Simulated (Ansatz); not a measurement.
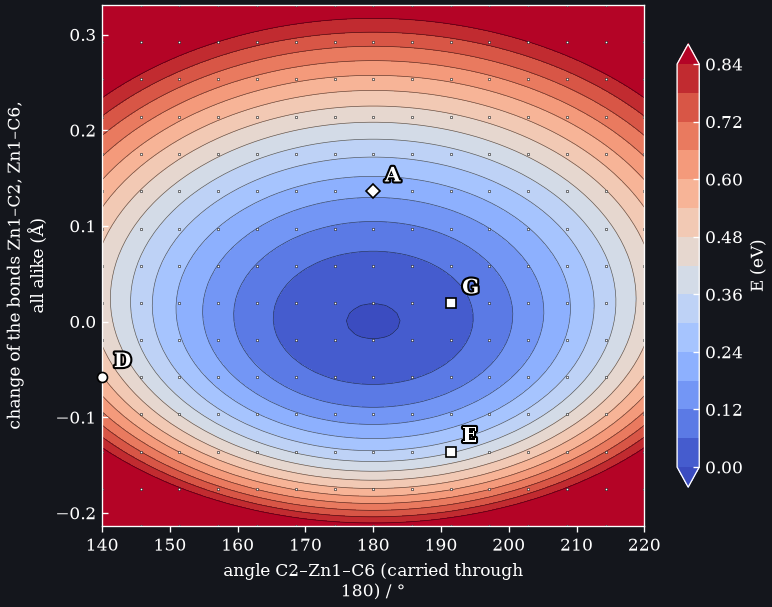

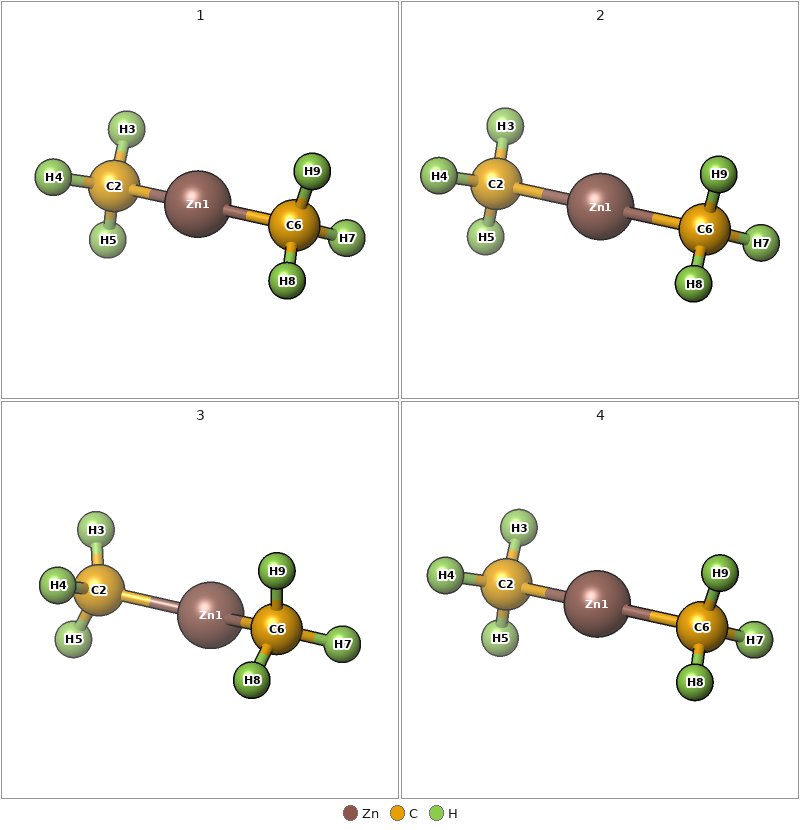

ZnMe2 (C2H6Zn). 
- First axis: angle C2–Zn1–C6 (carried through 180). Second axis: change of the bonds Zn1–C2, Zn1–C6, all alike.
- Nothing is relaxed (all other coordinates rigid).
- The scan uses a 15 × 15 grid.
- Points are written as (first, second).
- Energies are in eV, from the lowest grid point.
- All numbers below come from RKS PBE-D4/def2-TZVP in Ansatz.

The picture shows filled contours, dots at the grid points, one colour for all values above the top of the scale, lettered points. Between grid points the surface is interpolated. The numbered pictures are the structures at these points, in random order.

Which structure belongs to which point?

A is structure 2: (180.0°, 0.136 Å), 0.20 eV; D is structure 3: (140.0°, −0.058 Å), 0.54 eV; E is structure 1: (191.4°, −0.136 Å), 0.35 eV; G is structure 4: (191.4°, 0.019 Å), 0.038 eV.
